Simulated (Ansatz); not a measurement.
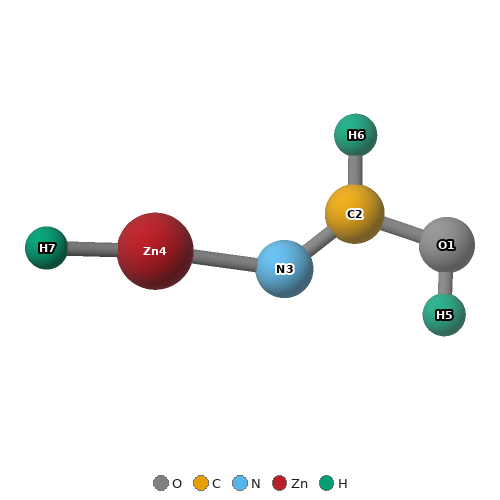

The system is CH₃NOZn, SMILES OC=[N][ZnH]; the picture shows the reference structure. First axis: angle O1–C2–N3. Second axis: dihedral O1–C2–N3–Zn4. Nothing is relaxed (all other coordinates rigid). The grid has 9 × 10 points; 54 points were computed and 36 follow by symmetry. Energies: kcal/mol, counted from the lowest grid point. The dihedral twists a double bond; near 90° a spin-restricted reference is unreliable. Method: RKS B3LYP-D4/def2-TZVP (Ansatz).

Its coordinates:

```xyz
7

O     0.9641   -0.4407    1.7919
C     0.6977   -0.0588    0.5141
N    -0.4469   -0.0761    0.0135
Zn   -1.1291    0.3582   -1.6233
H     0.1140   -0.7061    2.1800
H     1.6423    0.2464    0.0516
H    -1.8420    0.6771   -2.9278
```

Range: angle O1–C2–N3 from 98.5 to 148.5°; dihedral O1–C2–N3–Zn4 from −180 to 144°.

What will the energy surface look like?

Answer. The lowest grid point is at angle O1–C2–N3 = 123.5°, dihedral O1–C2–N3–Zn4 = −180°. A higher local minimum lies near angle O1–C2–N3 = 129.8°, dihedral O1–C2–N3–Zn4 = 0° (3.5 kcal/mol above the lowest at that grid point). The highest grid point, angle O1–C2–N3 = 98.5°, dihedral O1–C2–N3–Zn4 = 0°, lies 61.1 kcal/mol above the lowest. On the interpolated surface the easiest way out of the lowest well to the well at about angle O1–C2–N3 = 127°, dihedral O1–C2–N3–Zn4 = 0° passes a barrier of about 7.5 kcal/mol. Round the minimum the two coordinates are nearly uncoupled.

| dihedral O1–C2–N3–Zn4 ↓, angle O1–C2–N3 → | 98.5 | 104.8 | 111.0 | 117.3 | 123.5 | 129.8 | 136.0 | 142.3 | 148.5 |
| --- | --- | --- | --- | --- | --- | --- | --- | --- | --- |
| 144 | 38.0 | 21.2 | 10.5 | 4.4 | 2.3 | 3.9 | 9.0 | 17.9 | 30.6 |
| 108 | 45.5 | 27.7 | 16.1 | 9.2 | 6.5 | 7.6 | 12.2 | 20.7 | 32.9 |
| 72 | 51.5 | 31.8 | 19.0 | 11.1 | 7.6 | 8.0 | 12.0 | 19.9 | 31.6 |
| 36 | 56.5 | 33.8 | 18.9 | 9.7 | 5.4 | 5.1 | 8.6 | 16.1 | 27.4 |
| 0 | 61.1 | 35.6 | 19.2 | 9.1 | 4.1 | 3.5 | 6.7 | 14.0 | 25.2 |
| −36 | 56.5 | 33.8 | 18.9 | 9.7 | 5.4 | 5.1 | 8.6 | 16.1 | 27.4 |
| −72 | 51.5 | 31.8 | 19.0 | 11.1 | 7.6 | 8.0 | 12.0 | 19.9 | 31.6 |
| −108 | 45.5 | 27.7 | 16.1 | 9.2 | 6.5 | 7.6 | 12.2 | 20.7 | 32.9 |
| −144 | 38.0 | 21.2 | 10.5 | 4.4 | 2.3 | 3.9 | 9.0 | 17.9 | 30.6 |
| −180 | 34.5 | 18.1 | 7.7 | 1.8 | 0.0 | 1.8 | 7.1 | 16.2 | 29.0 |

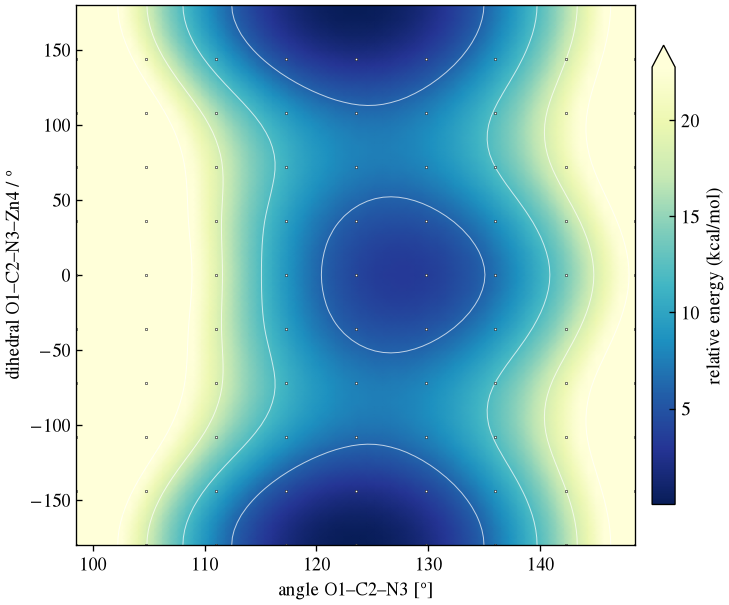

Drawn: a smooth colour map with a few white contour lines, dots at the grid points, one colour for all values above the top of the scale. Between grid points the surface is interpolated.

Each point was launched as `ansatz run input.yaml --threads 1 --pin off --max-ram 2560MiB --backend cpu --events-out ev --progress --plain --runs-dir out`. Time for the 54 points that were run: 5.9 min on 1 thread of Intel(R) Xeon(R) Platinum 8488C (Sapphire Rapids), on a shared host.
